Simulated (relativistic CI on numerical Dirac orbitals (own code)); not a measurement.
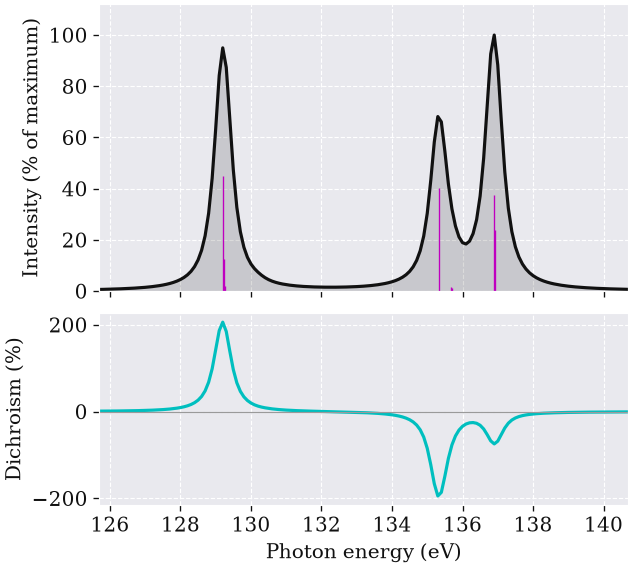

N₄,₅ X-ray absorption of Ce³⁺, [Xe] 4f, in a field of D3h symmetry with B20 = 920, B40 = −630, B60 = 290, B66 = 360 cm⁻¹ (Wybourne parameters). Sticks are the strongest transitions, on a scale of their own. Multiplet model: relativistic Dirac–Coulomb–Breit theory, one configuration a step, Slater integrals scaled by 1, 10 K, Voigt broadening (Lorentzian 0.5 eV, Gaussian 0.2 eV full widths), computed with a radial Dirac CI code. Dichroism is for the ground state at zero temperature, magnetised by a magnetic field of 10 T along z.

Describe the spectrum.

The main maxima lie at 129.2 eV (95), 135.3 eV (68) and 136.9 eV (100), heights in % of the largest; the centroid is at 133.5 eV. The ground state has S = 0.50. The circular dichroism (Δm = −1 less Δm = +1) is largest at 129.2 eV, 206 % of the isotropic maximum. The magnetised ground state has ⟨Lz⟩ = −2.88 and ⟨Sz⟩ = 0.40.

Known limits: free-ion energies, so absolute edge positions are off by a few eV from solids; core and valence shell share one n, so the strongest features autoionise and are far broader and can lie several eV off in experiment.
